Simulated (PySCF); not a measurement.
# C2H6ClSi2, charge −1, SMILES `Cl[SiH-][SiH]1CC1`: electronic structure

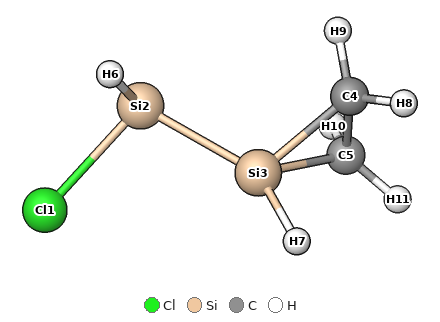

The molecule, with its atoms numbered as below. No frequency check shows the geometry to be a minimum.

Cartesian coordinates (Å):

```
Cl1     -2.5413   -0.4141   -0.0659
Si2     -0.7372    0.9295   -0.1689
Si3      0.9178   -0.4483    0.4398
C4       2.5715    0.4696    0.2922
C5       2.3096   -0.4791   -0.8508
H6      -1.0905    1.5599    1.1570
H7       1.3332   -1.6058    1.2970
H8       3.4110    0.2211    0.9302
H9       2.5772    1.5235    0.0357
H10      2.1699   -0.0139   -1.8200
H11      2.9852   -1.3242   -0.9195
```

### 1. Removing or adding an electron

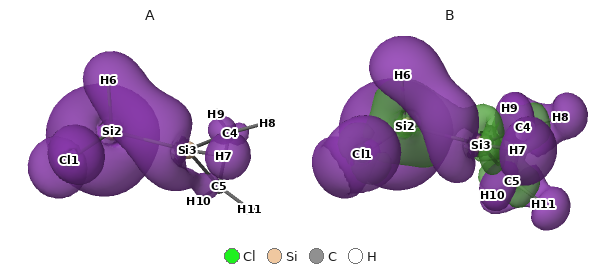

The Fukui function f⁻ from two separate SCF calculations and the density of the HOMO, at ±0.008 e/Å³ (purple positive, green negative).

Level of theory: PBE/6-31+G* (PySCF), at a geometry from GFN2-xTB.

Q: Which panel is which, and how good is the frozen-orbital picture?

A: B is f⁻ (it has negative regions), A the HOMO density. The HOMO lies on Si2 (60 %), Si3 (13 %) and Cl1 (12 %); f⁻ (Hirshfeld-condensed) is largest on Si2 (0.37); the vertical detachment energy is 2.70 eV. Relaxation shifts 24 % of the electron between atoms. The orbital energy is −0.19 eV.

### 2. Localised orbitals

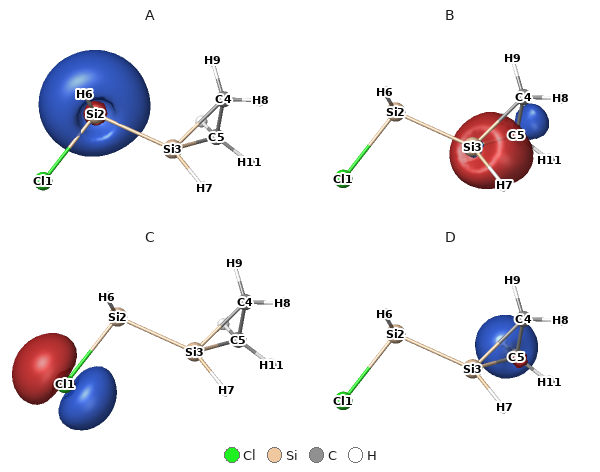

Intrinsic bond orbitals (IBO), occupied; each surface holds about 70 % of the orbital's density. Energies are diagonal elements of the Fock matrix.

PySCF calculation, TPSSh/aug-cc-pVDZ, gas phase; geometry: GFN2-xTB.

Q: What does each orbital represent in a Lewis picture?

A: By panel:
- A: lone pair on Si2 (sp0.7-type) (Si2 95 %, Si3 3 %; −2.6 eV)
- B: σ bond C5–Si3 (C5 63 %, Si3 36 %; −4.8 eV)
- C: lone pair on Cl1 (p-type) (Cl1 99 %; −3.5 eV)
- D: σ bond C5–H10 (C5 57 %, H10 43 %; −8.7 eV)

### 3. Magnetic shielding

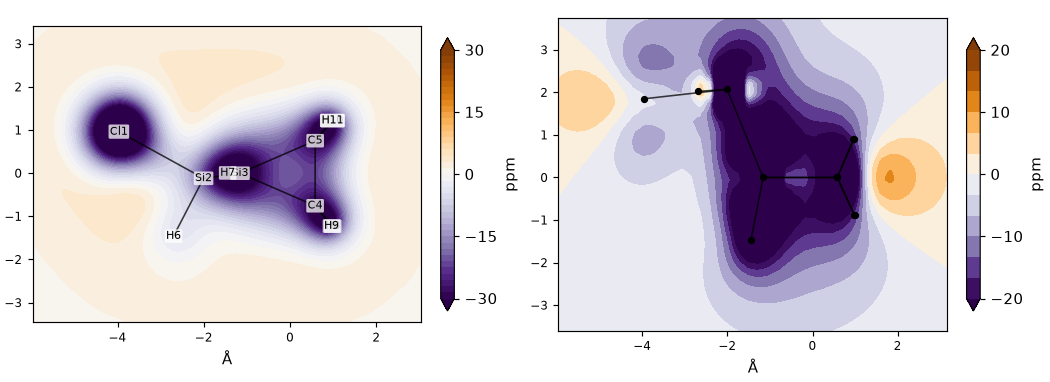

NICSzz (the component normal to the ring) 1.0 Å above the plane of the 3-membered ring Si3/C4/C5 (left) and NICSzz (the component normal to the ring) in a plane perpendicular to the same ring (right); GIAO shieldings; atoms are projected onto the map; negative values mean shielding.

Method: PBE/def2-SVP; geometry: GFN2-xTB; program: PySCF. The highest occupied Kohn–Sham orbital has positive energy, a self-interaction fault of such functionals for anions. The basis has no diffuse functions, which an anion needs.

Q: Classify the ring and give its NICS values.

A: It is shielded above its centre; its σ bonds alone give such values, so they don't measure π aromaticity: NICS(0) = −31.7, NICS(1) = −9.0, NICS(1)zz = −19.8 ppm.

The PySCF runs shown took 7.1 min, 78 s and 27 s on 1 thread of Arm Neoverse V1, with other jobs on the host.
